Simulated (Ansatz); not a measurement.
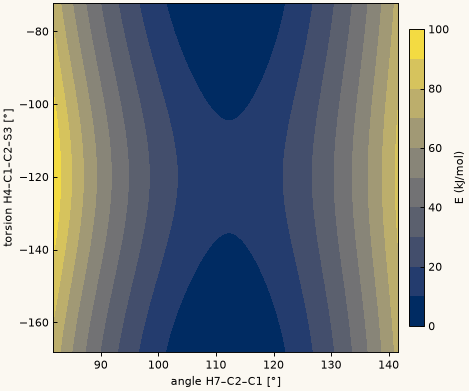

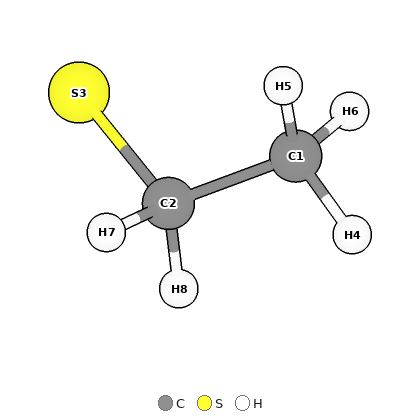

Energy landscape of C2H5S, SMILES CC[S], spin multiplicity 2. Two internal coordinates are moved rigidly from the geometry relaxed at PBE0-D4/def2-TZVP, all others fixed. First axis: angle H7–C2–C1. Second axis: torsion H4–C1–C2–S3. The grid has 5 × 5 points. Points are written as (first, second). All energies are given in kJ/mol relative to the lowest grid point. These are results of Ansatz 0.2.0, UHF-CCSD(T), frozen core/def2-TZVPP, not measurements.

Drawn: filled contours. Between grid points the surface is interpolated. The second picture is the structure at the lowest point.

> Summarise what can be read from the map.

The lowest grid point is at (111.7°, −168°). It lies at the edge of the scanned range, so the true minimum may lie outside. The energy also falls towards the edge at (111.7°, −72°) (0.13 kJ/mol above the lowest), where a further well may lie outside the range. The highest grid point, (81.7°, −120°), lies 98 kJ/mol above the lowest.
